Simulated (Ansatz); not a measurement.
**CH₈BGeInSe: density, localisation and related maps**

```csv
atom,x (Å),y (Å),z (Å)
C,-1.5010,0.4121,1.3685
Se,0.2002,1.2752,0.9356
Ge,0.0501,1.0075,-1.4613
B,0.7790,-0.9146,-1.6257
In,1.6094,-1.2932,0.4458
H,-2.3204,1.0551,1.0545
H,-1.5195,0.2824,2.4489
H,-1.5688,-0.5637,0.8908
H,1.0177,2.0797,-2.0009
H,-1.3926,1.4019,-1.8406
H,0.7007,-1.5579,-2.6295
H,0.6921,-2.2413,1.5718
H,3.2531,-0.9432,0.8422
```

Geometry: PBE0-D4/def2-TZVP; core potentials replace the inner electrons of In.

Method: Ansatz, RKS PBE0-D4/def2-TZVPP.

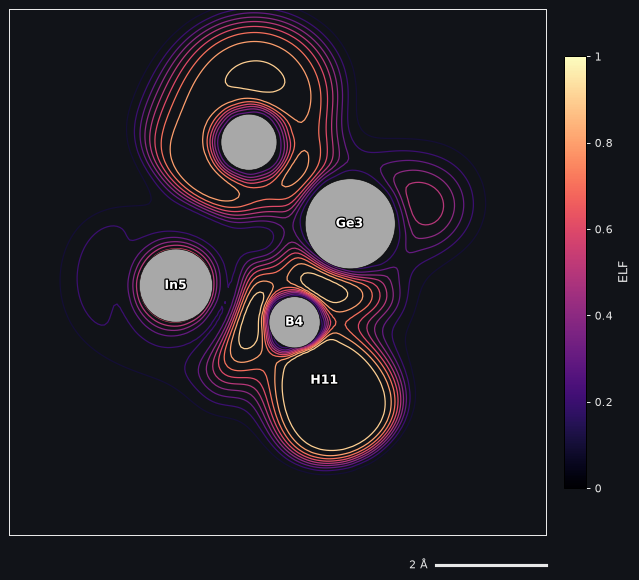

Figure 1. Electron localisation function on the plane of atoms Ge3, B4 and In5. Grey discs cover the atomic cores.

### Read the bonding off the picture.

- The plane passes through Ge, B, In and H nuclei.
- Ge–B (2.06 Å): the ELF peaks at about 0.95 between the atoms, as expected for a covalent bond.
- In–B (2.26 Å): the ELF peaks at about 0.95 in the valence shell of B, 0.8 Å from its nucleus, and drops to about 0.20 between the two atoms.
- B–H (1.19 Å): the ELF climbs to about 1 towards the hydrogen, as it does in any bond to H: an ordinary covalent bond to hydrogen.
- The ELF also peaks beside Se2, away from the bonds: lone-pair regions.

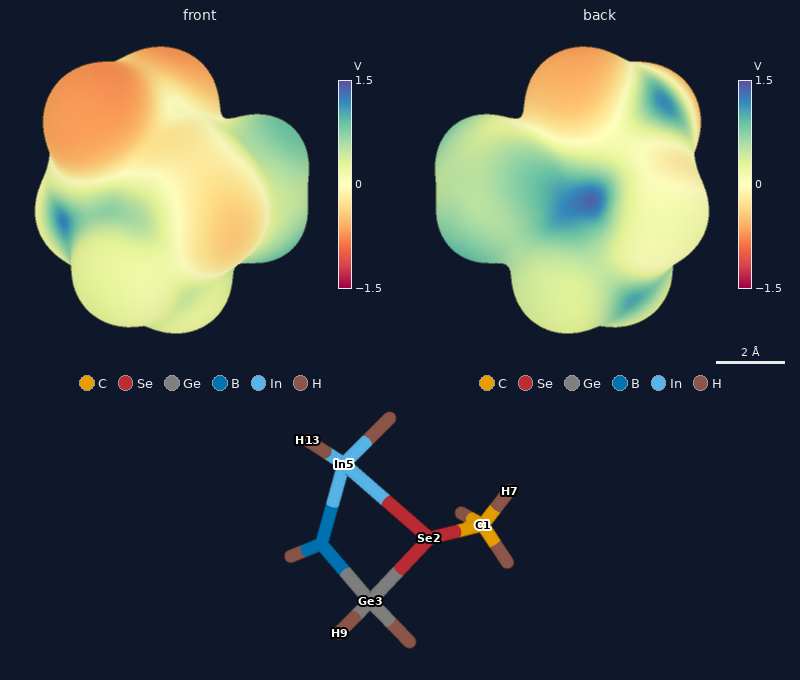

Figure 2. The molecular electrostatic potential painted on the density surface at 0.001 e/bohr³, seen from the front and from behind; the colour scale runs from red (negative) to blue (positive). The bare structure is drawn below in the same view.

### Which sites attract a positive test charge, and which a negative one?

A positive charge is drawn to the negative regions and a negative charge to the positive ones. The most negative region (about −0.7 V, or −16 kcal/mol for a unit charge) lies over H12 and H13, the most positive (about +1.3 V, or +30 kcal/mol for a unit charge) over Ge3 and B4.

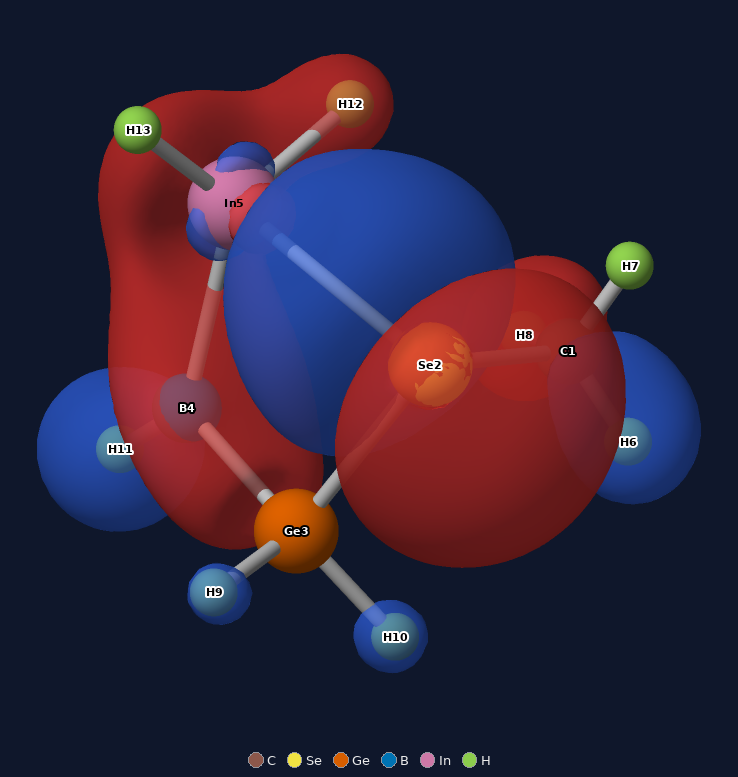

Figure 3. The HOMO−1 at ±0.06 Å⁻³ᐟ² (blue and red are the two phases), seen across its widest extent.

### What is the character of this orbital?

By Hirshfeld shares it lies mainly on Se2 (about 65 %), In5 (about 10 %) and B4 (about 5 %). Its energy is −7.13 eV.
